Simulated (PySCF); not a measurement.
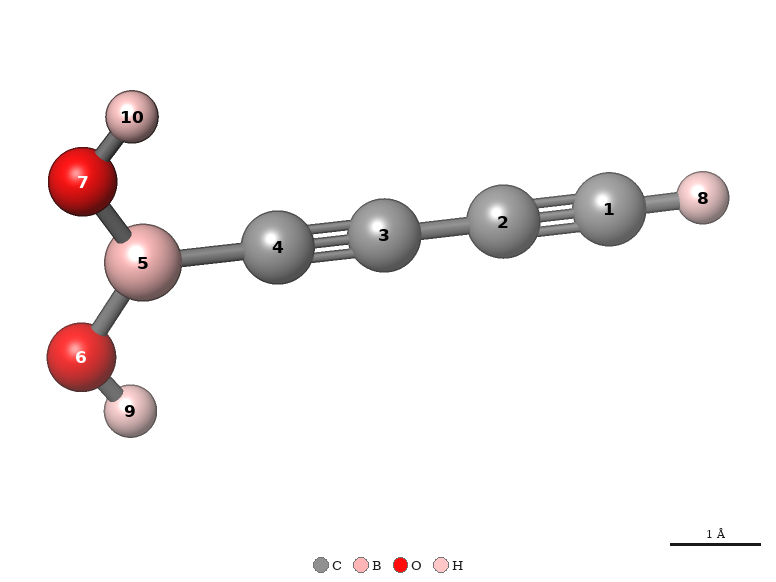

Orthographic view. Depth is shown by fading: the farther an atom, the more it takes the colour of the background. The geometry was computed by an optimisation with PBE0-D3(BJ)/def2-SVP. No frequency run is at hand to confirm it as a minimum.

Write a MOL file (V2000) with the atoms in numerical order, bonds sorted by atom number with the orders drawn, and coordinates in the frame of the picture: x right, y up, z towards the viewer, origin at the mean position.

```
C4H3BO2
                    3D

 10  9  0  0  0  0  0  0  0  0999 V2000
    3.4200    0.3900   -0.6500 C   0  0  0  0  0  0  0  0  0  0  0  0
    2.2300    0.2500   -0.4200 C   0  0  0  0  0  0  0  0  0  0  0  0
    0.8900    0.1000   -0.1700 C   0  0  0  0  0  0  0  0  0  0  0  0
   -0.3000   -0.0400    0.0500 C   0  0  0  0  0  0  0  0  0  0  0  0
   -1.8100   -0.2100    0.3400 B   0  0  0  0  0  0  0  0  0  0  0  0
   -2.5100   -1.2700   -0.1300 O   0  0  0  0  0  0  0  0  0  0  0  0
   -2.4900    0.7000    1.0800 O   0  0  0  0  0  0  0  0  0  0  0  0
    4.4700    0.5200   -0.8400 H   0  0  0  0  0  0  0  0  0  0  0  0
   -1.9600   -1.8800   -0.6400 H   0  0  0  0  0  0  0  0  0  0  0  0
   -1.9400    1.4300    1.3800 H   0  0  0  0  0  0  0  0  0  0  0  0
  1  2  3  0
  1  8  1  0
  2  3  1  0
  3  4  3  0
  4  5  1  0
  5  6  1  0
  5  7  1  0
  6  9  1  0
  7 10  1  0
M  END
```
